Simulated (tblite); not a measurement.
## Geometry relaxation, with input and output: CH$_{4}$ClSi (part 1 of 2)

The run: geometry relaxation of CH$_{4}$ClSi, multiplicity 2. Method and program: GFN2-xTB geometry optimisation, gas phase (tblite 0.8.0).

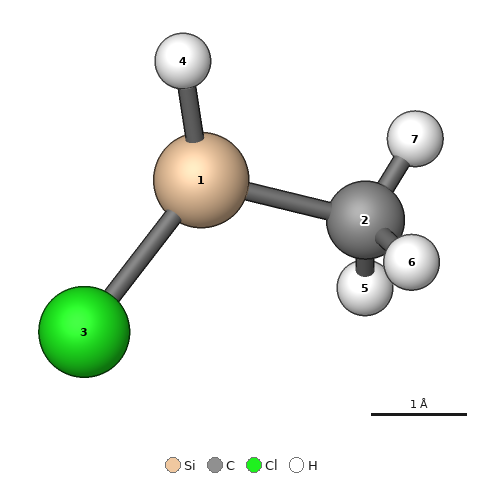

**Figure 1.** The input geometry (ball-and-stick view, seen at a tilt; atoms are numbered from 1 in the order of the input).

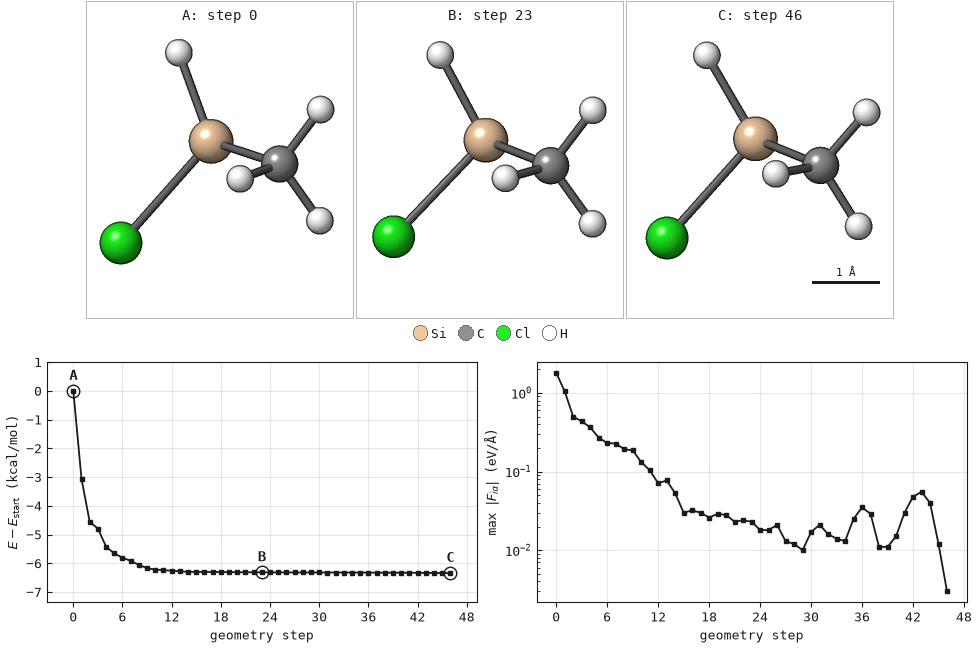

**Figure 2.** Frames of the relaxation (ball-and-stick view, seen at a tilt) above the curves, on which the letters mark them (steps are counted from 0).

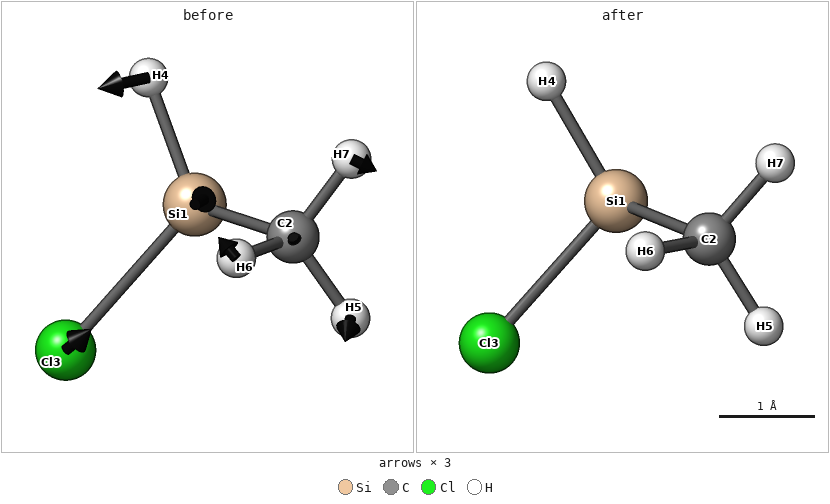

**Figure 3.** Before (left) and after (right) the relaxation, at one scale (ball-and-stick view, seen at a tilt). The black arrows give the displacements, magnified 3 times. Over 46 geometry steps the energy falls by 6.34 kcal/mol. Largest force component: 1.8 eV/Å at the start, 0.003 eV/Å at the end. The largest move after the best rigid fit is that of H4, 0.19 Å. Largest moves by element: H 0.19 Å, Si 0.16 Å, Cl 0.13 Å, C 0.04 Å. Among the contacts that change: Si1–Cl3 2.128 → 2.039 Å, Si1–C2 1.826 → 1.898 Å, C2–H6 1.053 → 1.089 Å, Si1–H4 1.427 → 1.459 Å. Among the angles that change: Cl3–Si1–H4 115.7° → 108.3°, C2–Si1–Cl3 116.5° → 109.8°, Si1–C2–H5 108.4° → 111.8°. (Atoms are counted from 1 in the order of the input.)

These pictures come from the run below.

Input:
```
{"job": {"kind": "relax", "xc": "GFN2-xTB", "basis": "xTB"}, "charge": 0, "multiplicity": 2}
Si     0.936173     0.093656     0.576017
C     -0.624124     0.723327    -0.132401
Cl     1.782407    -1.618017    -0.362977
H      1.866138     1.087126     1.007530
H     -1.365083    -0.041654    -0.051315
H     -0.509703     0.949582    -1.154500
H     -0.944778     1.575408     0.386843
```

The first line tells a small driver script what to run in tblite; the rest is the geometry in Å.

Run as:
```bash
OMP_NUM_THREADS=1 python <driver script> task.json out
```

What the program printed:
```
step      E/eV     max force
  0    -283.76042    2.436
  1    -283.89305    1.331
  2    -283.95806    0.514
  3    -283.96802    0.501
  4    -283.99546    0.498
  5    -284.00566    0.364
  6    -284.01205    0.277
  7    -284.01675    0.248
  8    -284.02290    0.248
  9    -284.02789    0.233
 10    -284.03002    0.143
 11    -284.03081    0.121
 12    -284.03167    0.105
 13    -284.03263    0.096
 14    -284.03327    0.066
 15    -284.03349    0.032
 16    -284.03355    0.034
 17    -284.03362    0.032
 18    -284.03372    0.034
 19    -284.03384    0.032
 20    -284.03395    0.030
 21    -284.03403    0.028
 22    -284.03410    0.027
 23    -284.03417    0.024
 24    -284.03422    0.020
 25    -284.03426    0.023
 26    -284.03429    0.022
 27    -284.03432    0.014
 28    -284.03433    0.012
 29    -284.03435    0.012
 30    -284.03437    0.019
 31    -284.03439    0.022
 32    -284.03441    0.016
 33    -284.03444    0.016
 34    -284.03447    0.019
 35    -284.03452    0.031
 36    -284.03460    0.042
 37    -284.03468    0.033
 38    -284.03472    0.016
 39    -284.03473    0.015
 40    -284.03475    0.015
 41    -284.03479    0.032
 42    -284.03488    0.052
 43    -284.03503    0.061
 44    -284.03517    0.044
 45    -284.03525    0.013
 46    -284.03527    0.004
```

Trajectory as extended XYZ (Å, eV, eV/Å), 47 frames, from step=0 to step=46:
```
7
Properties=species:S:1:pos:R:3:forces:R:3 step=0 energy=-283.76042
Si    0.9362    0.0937    0.5760    1.4260  -1.8020   0.8090
C    -0.6241    0.7233   -0.1324   -0.3920  -0.6610  -0.2830
Cl    1.7824   -1.6180   -0.3630   -0.3940   0.9860   0.2980
H     1.8661    1.0871    1.0075    0.5410   0.3300  -0.1010
H    -1.3651   -0.0417   -0.0513   -0.7030  -0.3540  -0.0160
H    -0.5097    0.9496   -1.1545    0.0120   0.4130  -1.3120
H    -0.9448    1.5754    0.3868   -0.4900   1.0890   0.6050
7
Properties=species:S:1:pos:R:3:forces:R:3 step=1 energy=-283.89305
Si    0.9565    0.0679    0.5876    0.5910  -1.0430   0.5790
C    -0.6297    0.7139   -0.1364    0.0910  -0.0060  -0.0570
Cl    1.7768   -1.6039   -0.3587   -0.2410   0.7120   0.1660
H     1.8739    1.0918    1.0061    0.4050   0.1760  -0.1550
H    -1.3751   -0.0467   -0.0515   -0.6370  -0.2910  -0.0460
H    -0.5095    0.9555   -1.1732   -0.0490   0.2120  -0.6020
H    -0.9518    1.5910    0.3955   -0.1600   0.2410   0.1140
7
Properties=species:S:1:pos:R:3:forces:R:3 step=2 energy=-283.95806
Si    0.9767    0.0341    0.6059   -0.1180  -0.0270   0.4990
C    -0.6282    0.7120   -0.1387    0.0810  -0.1750  -0.0280
Cl    1.7690   -1.5815   -0.3533   -0.0100   0.2590  -0.0680
H     1.8866    1.0976    1.0015    0.1950  -0.0820  -0.2220
H    -1.3948   -0.0558   -0.0529   -0.1230   0.1860  -0.1140
H    -0.5109    0.9625   -1.1934   -0.0640   0.0240   0.0610
H    -0.9575    1.6005    0.4002    0.0390  -0.1840  -0.1270
7
Properties=species:S:1:pos:R:3:forces:R:3 step=3 energy=-283.96802
Si    0.9782    0.0284    0.6167   -0.2220   0.1080   0.4350
C    -0.6269    0.7085   -0.1397    0.0830  -0.1070   0.0070
Cl    1.7677   -1.5739   -0.3536    0.0260   0.1800  -0.0970
H     1.8917    1.0972    0.9973    0.1660  -0.1060  -0.2140
H    -1.3996   -0.0541   -0.0549   -0.0880   0.1760  -0.1150
H    -0.5121    0.9640   -1.1957   -0.0340  -0.0180   0.1330
H    -0.9579    1.5994    0.3991    0.0690  -0.2340  -0.1490
7
Properties=species:S:1:pos:R:3:forces:R:3 step=4 energy=-283.99546
Si    0.9747    0.0160    0.6626   -0.3640   0.3170   0.1230
C    -0.6211    0.6950   -0.1419    0.0150   0.0620   0.0920
Cl    1.7648   -1.5463   -0.3578    0.0710   0.0450  -0.0990
H     1.9120    1.0923    0.9778    0.0790  -0.1470  -0.1520
H    -1.4166   -0.0438   -0.0647   -0.0120   0.0620  -0.0990
H    -0.5161    0.9674   -1.1982    0.1130  -0.1390   0.2360
H    -0.9567    1.5888    0.3913    0.0970  -0.2010  -0.1010
7
Properties=species:S:1:pos:R:3:forces:R:3 step=5 energy=-284.00566
Si    0.9666    0.0163    0.6863   -0.2700   0.2380  -0.0540
C    -0.6185    0.6888   -0.1415   -0.0430   0.0710   0.1000
Cl    1.7648   -1.5327   -0.3616    0.0380   0.0730  -0.0340
H     1.9228    1.0872    0.9660    0.0450  -0.1390  -0.1080
H    -1.4241   -0.0372   -0.0711   -0.0140  -0.0290  -0.0760
H    -0.5160    0.9666   -1.1949    0.1930  -0.1610   0.1770
H    -0.9545    1.5804    0.3860    0.0520  -0.0550  -0.0060
7
Properties=species:S:1:pos:R:3:forces:R:3 step=6 energy=-284.01205
Si    0.9566    0.0213    0.6988   -0.1030   0.0780  -0.1270
C    -0.6181    0.6858   -0.1396   -0.0940   0.0340   0.0760
Cl    1.7654   -1.5232   -0.3643   -0.0090   0.1280   0.0320
H     1.9297    1.0813    0.9569    0.0330  -0.1080  -0.0780
H    -1.4282   -0.0334   -0.0763   -0.0400  -0.0910  -0.0500
H    -0.5121    0.9629   -1.1892    0.2300  -0.1380   0.0680
H    -0.9523    1.5748    0.3829   -0.0170   0.0970   0.0790
7
Properties=species:S:1:pos:R:3:forces:R:3 step=7 energy=-284.01675
Si    0.9480    0.0266    0.7038    0.0390  -0.0470  -0.1150
C    -0.6198    0.6845   -0.1368   -0.1320   0.0080   0.0450
Cl    1.7658   -1.5150   -0.3655   -0.0360   0.1470   0.0590
H     1.9346    1.0753    0.9497    0.0290  -0.0740  -0.0590
H    -1.4313   -0.0326   -0.0806   -0.0560  -0.1050  -0.0280
H    -0.5049    0.9576   -1.1840    0.2270  -0.1010  -0.0120
H    -0.9512    1.5731    0.3825   -0.0700   0.1710   0.1090
7
Properties=species:S:1:pos:R:3:forces:R:3 step=8 energy=-284.02290
Si    0.9373    0.0324    0.7086    0.1750  -0.1480  -0.0530
C    -0.6249    0.6834   -0.1320   -0.1470  -0.0070   0.0030
Cl    1.7655   -1.5007   -0.3659   -0.0470   0.1190   0.0560
H     1.9419    1.0656    0.9385    0.0190  -0.0290  -0.0360
H    -1.4370   -0.0340   -0.0869   -0.0570  -0.0780   0.0010
H    -0.4903    0.9484   -1.1772    0.1840  -0.0490  -0.0640
H    -0.9513    1.5742    0.3841   -0.1260   0.1920   0.0940
7
Properties=species:S:1:pos:R:3:forces:R:3 step=9 energy=-284.02789
Si    0.9304    0.0350    0.7126    0.1860  -0.1410   0.0130
C    -0.6322    0.6830   -0.1272   -0.0910  -0.0050  -0.0160
Cl    1.7644   -1.4849   -0.3654   -0.0270   0.0350   0.0120
H     1.9494    1.0561    0.9272    0.0070   0.0100  -0.0160
H    -1.4440   -0.0370   -0.0930   -0.0350  -0.0180   0.0210
H    -0.4732    0.9388   -1.1720    0.1100  -0.0090  -0.0430
H    -0.9538    1.5784    0.3870   -0.1500   0.1280   0.0270
7
Properties=species:S:1:pos:R:3:forces:R:3 step=10 energy=-284.03002
Si    0.9303    0.0337    0.7145    0.0870  -0.0630   0.0370
C    -0.6369    0.6833   -0.1251   -0.0090   0.0050   0.0090
Cl    1.7634   -1.4772   -0.3650    0.0030  -0.0380  -0.0350
H     1.9531    1.0521    0.9218    0.0040   0.0250  -0.0070
H    -1.4480   -0.0391   -0.0953   -0.0090   0.0270   0.0240
H    -0.4632    0.9341   -1.1704    0.0560   0.0030   0.0080
H    -0.9576    1.5825    0.3888   -0.1320   0.0400  -0.0360
7
Properties=species:S:1:pos:R:3:forces:R:3 step=11 energy=-284.03081
Si    0.9324    0.0318    0.7152    0.0130  -0.0080   0.0320
C    -0.6382    0.6838   -0.1245    0.0290   0.0120   0.0310
Cl    1.7632   -1.4763   -0.3655    0.0150  -0.0610  -0.0520
H     1.9538    1.0519    0.9208    0.0050   0.0240  -0.0060
H    -1.4492   -0.0394   -0.0952    0.0060   0.0400   0.0180
H    -0.4599    0.9333   -1.1702    0.0370   0.0000   0.0370
H    -0.9611    1.5845    0.3886   -0.1040  -0.0060  -0.0600
7
Properties=species:S:1:pos:R:3:forces:R:3 step=12 energy=-284.03167
Si    0.9349    0.0296    0.7163   -0.0480   0.0360   0.0170
C    -0.6386    0.6844   -0.1232    0.0510   0.0170   0.0440
Cl    1.7633   -1.4771   -0.3670    0.0170  -0.0630  -0.0550
H     1.9545    1.0524    0.9198    0.0050   0.0170  -0.0060
H    -1.4501   -0.0388   -0.0946    0.0200   0.0390   0.0100
H    -0.4561    0.9326   -1.1693    0.0210  -0.0050   0.0610
H    -0.9669    1.5863    0.3872   -0.0650  -0.0410  -0.0710
7
Properties=species:S:1:pos:R:3:forces:R:3 step=13 energy=-284.03263
Si    0.9367    0.0279    0.7184   -0.0770   0.0560  -0.0010
C    -0.6387    0.6853   -0.1207    0.0550   0.0170   0.0410
Cl    1.7636   -1.4786   -0.3700    0.0040  -0.0420  -0.0400
H     1.9558    1.0528    0.9179    0.0000   0.0070  -0.0060
H    -1.4508   -0.0372   -0.0939    0.0310   0.0230   0.0010
H    -0.4503    0.9312   -1.1667    0.0060  -0.0070   0.0680
H    -0.9754    1.5880    0.3841   -0.0190  -0.0550  -0.0630
7
Properties=species:S:1:pos:R:3:forces:R:3 step=14 energy=-284.03327
Si    0.9366    0.0277    0.7204   -0.0530   0.0380  -0.0090
C    -0.6383    0.6860   -0.1179    0.0350   0.0080   0.0240
Cl    1.7639   -1.4796   -0.3730   -0.0180  -0.0080  -0.0150
H     1.9571    1.0527    0.9157   -0.0050   0.0010  -0.0050
H    -1.4511   -0.0355   -0.0937    0.0310  -0.0020  -0.0040
H    -0.4446    0.9295   -1.1630   -0.0010  -0.0010   0.0470
H    -0.9826    1.5886    0.3807    0.0100  -0.0370  -0.0370
7
Properties=species:S:1:pos:R:3:forces:R:3 step=15 energy=-284.03349
Si    0.9354    0.0285    0.7212   -0.0120   0.0100  -0.0030
C    -0.6379    0.6861   -0.1164    0.0140  -0.0020   0.0080
Cl    1.7636   -1.4795   -0.3743   -0.0300   0.0110  -0.0010
H     1.9577    1.0523    0.9144   -0.0070   0.0010  -0.0030
H    -1.4507   -0.0348   -0.0939    0.0240  -0.0160  -0.0030
H    -0.4422    0.9286   -1.1606    0.0010   0.0050   0.0180
H    -0.9849    1.5882    0.3789    0.0100  -0.0090  -0.0150
7
Properties=species:S:1:pos:R:3:forces:R:3 step=16 energy=-284.03355
Si    0.9346    0.0291    0.7214    0.0080  -0.0030   0.0040
C    -0.6376    0.6860   -0.1160    0.0040  -0.0050   0.0000
Cl    1.7630   -1.4790   -0.3746   -0.0320   0.0130   0.0010
H     1.9578    1.0520    0.9139   -0.0060   0.0040  -0.0020
H    -1.4502   -0.0350   -0.0942    0.0190  -0.0200  -0.0010
H    -0.4416    0.9284   -1.1597    0.0040   0.0080   0.0020
H    -0.9849    1.5879    0.3784    0.0030   0.0040  -0.0040
7
Properties=species:S:1:pos:R:3:forces:R:3 step=17 energy=-284.03362
Si    0.9342    0.0296    0.7217    0.0200  -0.0090   0.0110
C    -0.6373    0.6859   -0.1157   -0.0040  -0.0050  -0.0050
Cl    1.7618   -1.4784   -0.3747   -0.0300   0.0090   0.0000
H     1.9577    1.0519    0.9135   -0.0040   0.0070  -0.0010
H    -1.4493   -0.0356   -0.0944    0.0140  -0.0210   0.0000
H    -0.4412    0.9284   -1.1589    0.0070   0.0080  -0.0100
H    -0.9848    1.5877    0.3778   -0.0030   0.0110   0.0040
7
Properties=species:S:1:pos:R:3:forces:R:3 step=18 energy=-284.03372
Si    0.9339    0.0300    0.7224    0.0260  -0.0100   0.0200
C    -0.6367    0.6855   -0.1151   -0.0120  -0.0020  -0.0110
Cl    1.7590   -1.4774   -0.3752   -0.0240   0.0000  -0.0050
H     1.9575    1.0520    0.9128    0.0020   0.0120   0.0020
H    -1.4475   -0.0370   -0.0947    0.0070  -0.0190   0.0010
H    -0.4401    0.9287   -1.1578    0.0110   0.0050  -0.0230
H    -0.9850    1.5876    0.3768   -0.0100   0.0150   0.0160
7
Properties=species:S:1:pos:R:3:forces:R:3 step=19 energy=-284.03384
Si    0.9342    0.0302    0.7236    0.0200  -0.0020   0.0240
C    -0.6359    0.6853   -0.1144   -0.0150   0.0030  -0.0150
Cl    1.7550   -1.4765   -0.3761   -0.0150  -0.0120  -0.0100
H     1.9571    1.0527    0.9122    0.0100   0.0160   0.0050
H    -1.4450   -0.0392   -0.0949    0.0010  -0.0130   0.0000
H    -0.4386    0.9292   -1.1567    0.0120  -0.0010  -0.0290
H    -0.9859    1.5877    0.3755   -0.0130   0.0100   0.0250
7
Properties=species:S:1:pos:R:3:forces:R:3 step=20 energy=-284.03395
Si    0.9350    0.0304    0.7251    0.0040   0.0110   0.0190
C    -0.6352    0.6852   -0.1139   -0.0100   0.0070  -0.0130
Cl    1.7508   -1.4761   -0.3772   -0.0080  -0.0200  -0.0120
H     1.9569    1.0538    0.9117    0.0160   0.0160   0.0060
H    -1.4424   -0.0415   -0.0950   -0.0020  -0.0040  -0.0030
H    -0.4367    0.9297   -1.1561    0.0110  -0.0080  -0.0240
H    -0.9874    1.5879    0.3746   -0.0110  -0.0030   0.0280
```
